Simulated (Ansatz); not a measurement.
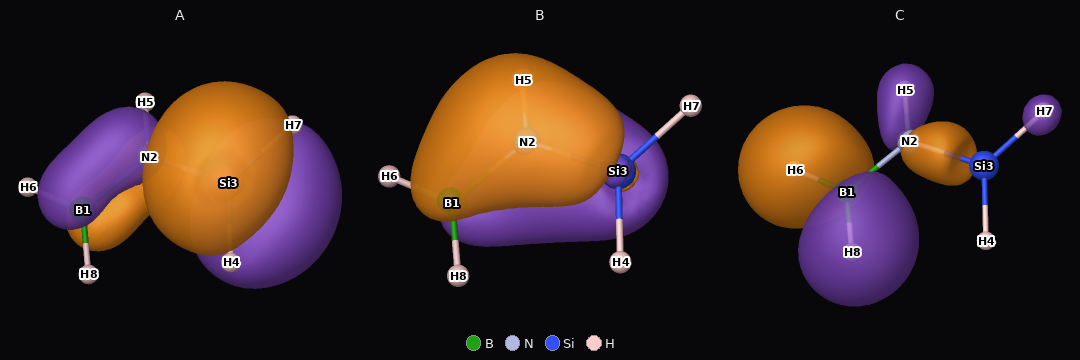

Figure. BH5NSi (SMILES B[NH+]=[SiH2]) (charge +1). Three frontier orbitals at ±0.1 Å⁻³ᐟ² (orange and purple are the two phases), in no order.

Geometry: PBE0-D3(BJ)/def2-SVP.

The calculation used isolated molecule in a Gaussian basis; Kohn-Sham density functional theory, functional PBE0 in Ansatz.

Input

```
crystal:
  periodic: [false, false, false]
  atoms:
    - {symbol: B, position_ang: [-0.120657, 1.048927, 1.611394]}
    - {symbol: N, position_ang: [0.001688, 0.495640, 0.264771]}
    - {symbol: Si, position_ang: [1.272492, 0.871265, -0.747488]}
    - {symbol: H, position_ang: [2.292263, 1.800529, -0.230658]}
    - {symbol: H, position_ang: [-0.729626, -0.145430, -0.052551]}
    - {symbol: H, position_ang: [-1.063746, 0.728047, 2.274482]}
    - {symbol: H, position_ang: [1.313005, 0.263452, -2.091683]}
    - {symbol: H, position_ang: [0.746342, 1.801199, 1.971004]}
basis:
  gaussian:
    orbitals: def2-TZVPD
total_charge: 1
hamiltonian:
  xc: pbe0
output: {forces: true, orbitals: {seedname: orbitals}}
```

Run with:

```sh
ansatz run input.yaml --threads 1 --pin off --max-ram 2610MiB --events-out events.jsonl --progress --plain --runs-dir runs
```

Order the three orbitals by energy and name them.

B is the HOMO−1 (−15.75 eV). By Hirshfeld shares it lies mainly on N2 (about 60 %), Si3 (about 20 %) and B1 (about 10 %); it changes sign across the molecular plane (π type); π-bonding across N2–Si3. C is the HOMO (−14.47 eV). By Hirshfeld shares it lies mainly on B1 (about 40 %), H6 (about 25 %), H8 (about 20 %) and N2 (about 5 %); it is symmetric in the molecular plane (an in-plane orbital: σ, lone-pair or in-plane π type). A is the LUMO (−8.56 eV). Its weight (Hirshfeld) is mainly on Si3 (about 70 %), N2 (about 10 %) and B1 (about 5 %); it changes sign across the molecular plane (π type).

What is the HOMO–LUMO gap?

5.91 eV between the orbital energies.
